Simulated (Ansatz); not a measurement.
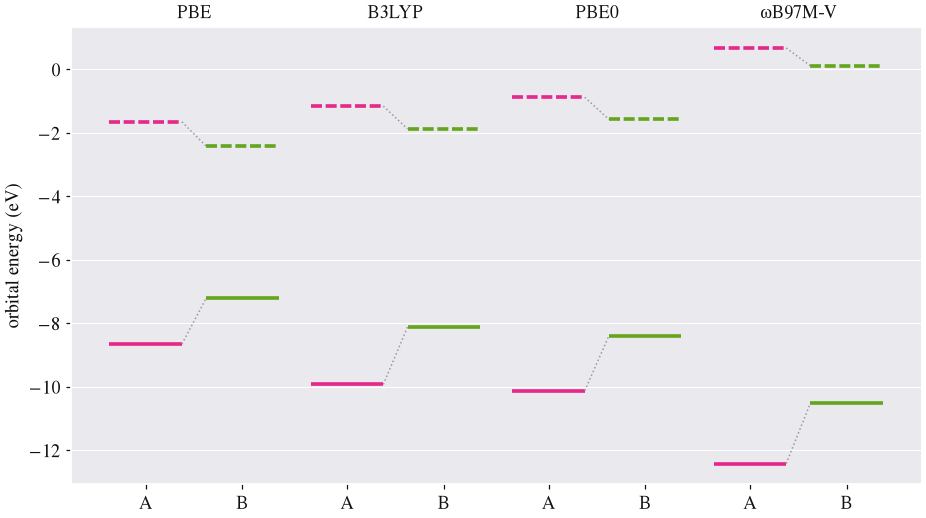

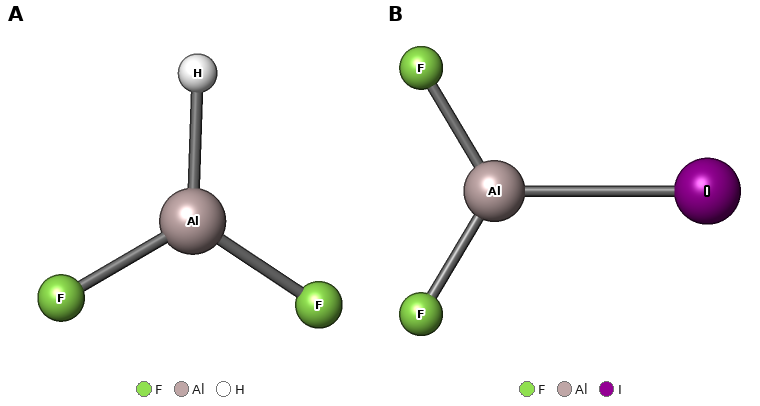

One change: A, AlHF₂ (SMILES [F][AlH][F]), becomes B, AlIF₂ (SMILES [F][Al]([F])[I]). H on Al is replaced by I. HOMO (solid) and LUMO (dashed) computed in def2-TZVPP at PBE0-D4/def2-TZVP geometries, both minima by their frequencies, gas phase, the Ansatz code 0.2.0. Empty levels above zero depend strongly on the basis.

> What does the change do to HOMO and LUMO?

PBE: the HOMO rises by 1.44 eV, the LUMO falls by 0.77 eV, and the separation goes from 7.00 to 4.80 eV. B3LYP: the HOMO rises by 1.81 eV, the LUMO falls by 0.72 eV, and the separation goes from 8.77 to 6.24 eV. PBE0: the HOMO rises by 1.73 eV, the LUMO falls by 0.70 eV, and the separation goes from 9.25 to 6.82 eV. ωB97M-V: the HOMO rises by 1.91 eV, the LUMO falls by 0.56 eV, and the separation goes from 13.10 to 10.63 eV.

> Do the functionals agree on the effect?

They agree on the direction for both levels; the HOMO shift lies between 1.44 and 1.91 eV and the LUMO shift between −0.77 and −0.56 eV, while the separations themselves differ by up to 6.1 eV between functionals.

Caveats: core potentials past krypton; spin-orbit coupling is left out, and with I it can shift these values.
